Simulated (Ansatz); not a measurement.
# Strength of the O–C bond: C4H8O3 → C2H5O + C2H3O2

Species: C4H8O3 (ethyl methyl carbonate) `CCOC(=O)OC`, singlet; C2H5O (ethoxy radical) `CC[O]`, doublet; C2H3O2 `CO[C]=O`, doublet. 

Shapes, held fixed at every level: PBE0-D4/def2-TZVP. Flexible molecules stand in one conformer, not always the lowest. Programs: Ansatz 0.2.0. Electronic energies: no zero-point or thermal term.

```
               level                    kind  ΔE (kJ/mol)  less CCSD(T)/CBS estimate
 B3LYP-D4/def2-TZVPP           global hybrid       +419.0                      -37.2
  wB97X-V/def2-TZVPP  range-separated hybrid       +443.8                      -12.4
   B2PLYP/def2-TZVPP           double hybrid       +427.9                      -28.3
      MP2/def2-TZVPP     perturbation theory       +485.5                      +29.3
  CCSD(T)/def2-TZVPP   coupled cluster or CI       +445.0                      -11.2
     CCSD/def2-TZVPP   coupled cluster or CI       +436.0                      -20.2
CCSD(T)/CBS estimate   coupled cluster or CI       +456.2                        0.0
```

The highest level, CCSD(T)/CBS estimate, gives ΔE = +456.2 kJ/mol; the levels span +419.0 to +485.5. The column of differences is taken from that level and isn't an error. No measured value is set beside it here. Open shells run unrestricted unless RO is named. The CBS estimate extrapolates MP2 from def2-TZVPP and def2-QZVPP and adds CCSD(T) − MP2 in the triple-zeta set, cores frozen.

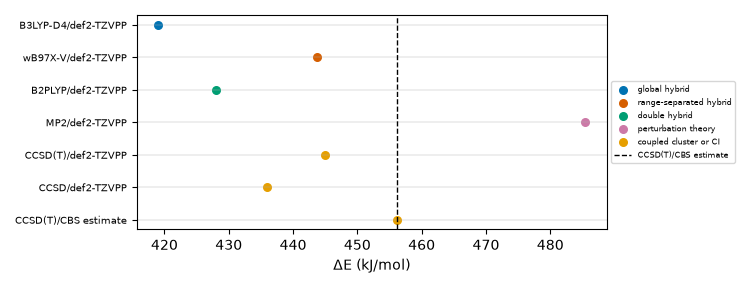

The values of the table, level by level.
